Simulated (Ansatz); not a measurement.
**BClF2 (chlorodifluoroborane): CAM-B3LYP/STO-3G**

Aim: the electronic atomisation energy of BClF2 (chlorodifluoroborane) at CAM-B3LYP/STO-3G, from 4 runs. 

The calculation is run with Ansatz 0.2.0.

66 further runs of the same task are left out: 7 that didn't finish, 59 set aside as unsound or not needed.

**1. The system as given**

BClF2: 4 atoms, total charge 0, spin state singlet. SMILES: `FB(F)Cl`. The coordinates come from a PBE0-D4/def2-TZVP relaxation.

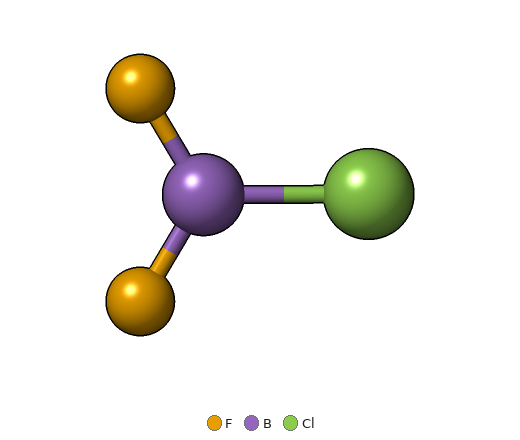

The structure, seen from a chosen angle (fluorine amber, boron purple, chlorine green).

**2. The energy at CAM-B3LYP/STO-3G**

File in.yaml:

```yaml
crystal:
  periodic: [false, false, false]
  atoms:
    - {symbol: F, position_ang: [-0.173700, -1.254300, -0.546300]}
    - {symbol: B, position_ang: [-0.067100, -0.041300, -0.062000]}
    - {symbol: F, position_ang: [-1.011600, 0.830100, -0.317700]}
    - {symbol: Cl, position_ang: [1.307900, 0.405300, 0.905700]}
basis:
  gaussian:
    orbitals: STO-3G
hamiltonian:
  xc: {name: CAM-B3LYP}
accuracy: high
```

Started as:

```
$ ansatz run in.yaml --threads 1 --pin off --max-ram 2610MiB --events-out events.jsonl --progress --plain --runs-dir runs
```

Standard output:

```text
Warning: RAYON_NUM_THREADS=1 ignored (pool sized by the plan → 1); use --threads N
Functional definition: CAM-B3LYP
  name "CAM-B3LYP"
  parameter alpha = 0.19
  parameter beta = 0.46
  parameter omega = 0.33/bohr
  parameter ac = 0.81
  exchange = (1 - alpha - beta)*b88_x + beta*b88_x_sr(omega) + alpha*exact_x + beta*exact_x_lr(omega)
  correlation = (1 - ac)*vwn5_c + ac*lyp_c
443 factors; integrals over basis functions are off by at most 3.2e-8 eV
169 factors; integrals over basis functions are off by at most 7.0e-10 eV
mean field evaluation 1: about -18408.3839 eV, gradient 2.5e1 eV
mean field evaluation 2: about -18409.6636 eV, gradient 1.9e1 eV
mean field evaluation 4: about -18410.6884 eV, gradient 3.3e-1 eV
mean field evaluation 8: about -18410.6734 eV, gradient 1.5e-3 eV
mean field evaluation 16: about -18410.6734 eV, gradient 1.6e-8 eV
mean field -18410.67338219 eV, -676.5797675929 hartree, gradient 1.8e-8 eV, S^2 0.000000; 0 other end points of the search recorded, 0 dependent functions left out
reference -18410.67339265 eV, -676.5797679772 hartree; 20, 20 occupied and 4, 4 virtual orbitals, 443 factors
Total energy: -18410.67339265 eV, -676.5797679772 hartree
```

Run time: 1.4 s. Hardware: 1 thread of Arm Neoverse V1, shared host; peak memory 0.098 GiB.

**3. The B atom, same level**

File input.yaml:

```yaml
crystal:
  periodic: [false, false, false]
  atoms:
    - {symbol: B, position_ang: [0.000000, 0.000000, 0.000000]}
basis:
  gaussian:
    orbitals: STO-3G
magnetization:
  spin_polarized: true
  initial_magnetization: 1
hamiltonian:
  xc: {name: CAM-B3LYP}
accuracy: high
```

Run the same way, it converges to -24.25659 Eh (log not shown).

**4. The Cl atom, same level**

File molecule.yaml:

```yaml
crystal:
  periodic: [false, false, false]
  atoms:
    - {symbol: Cl, position_ang: [0.000000, 0.000000, 0.000000]}
basis:
  gaussian:
    orbitals: STO-3G
hamiltonian:
  xc: {name: CAM-B3LYP}
magnetization:
  spin_polarized: true
  initial_magnetization: 1
accuracy: high
```

Run the same way, it converges to -455.11187 Eh (log not shown).

**5. The F atom**

File job.yaml:

```yaml
crystal:
  periodic: [false, false, false]
  atoms:
    - {symbol: F, position_ang: [0.000000, 0.000000, 0.000000]}
basis:
  gaussian: {orbitals: STO-3G}
magnetization: {spin_polarized: true, initial_magnetization: 1}
hamiltonian: {xc: {name: CAM-B3LYP}}
accuracy: high
```

Started as:

```
$ ansatz run job.yaml --threads 1 --pin off --max-ram 2610MiB --events-out events.jsonl --progress --plain --runs-dir runs
```

Standard output (excerpt; [...] marks lines left out):

```text
Warning: RAYON_NUM_THREADS=1 ignored (pool sized by the plan → 1); use --threads N
[... 8 set-up lines as earlier in the session ...]
15 factors; integrals over basis functions are off by at most 1.2e-9 eV
14 factors; integrals over basis functions are off by at most 2.3e-9 eV
mean field evaluation 1: about -2673.2417 eV, gradient 1.8e-12 eV
mean field evaluation 2: about -2673.2426 eV, gradient 1.0e-11 eV
mean field -2673.24259106 eV, -98.2398532327 hartree, gradient 0.0e0 eV, S^2 0.750000; 0 other end points of the search recorded, 0 dependent functions left out
reference -2673.24259442 eV, -98.2398533560 hartree; 5, 4 occupied and 0, 1 virtual orbitals, 15 factors
Total energy: -2673.24259442 eV, -98.2398533560 hartree
```

Run time: 0.24 s. Hardware: 1 thread of Arm Neoverse V1, shared host.

**6. Results**

Level: CAM-B3LYP/STO-3G.

| quantity | value |
| --- | --- |
| molecule: total energy | -676.57977 Eh |
| B atom: total energy | -24.25659 Eh |
| B atom: ⟨S²⟩ | 0.750 |
| Cl atom: total energy | -455.11187 Eh |
| Cl atom: ⟨S²⟩ | 0.750 |
| F atom: total energy | -98.23985 Eh |
| F atom: ⟨S²⟩ | 0.750 |
| electronic atomisation energy | 19.908 eV |

In words: Taking the molecule apart into free atoms costs 19.91 eV (1921 kJ/mol), before zero-point energy and without spin-orbit coupling. In a minimal basis such a difference can be off by several eV, whatever the method.
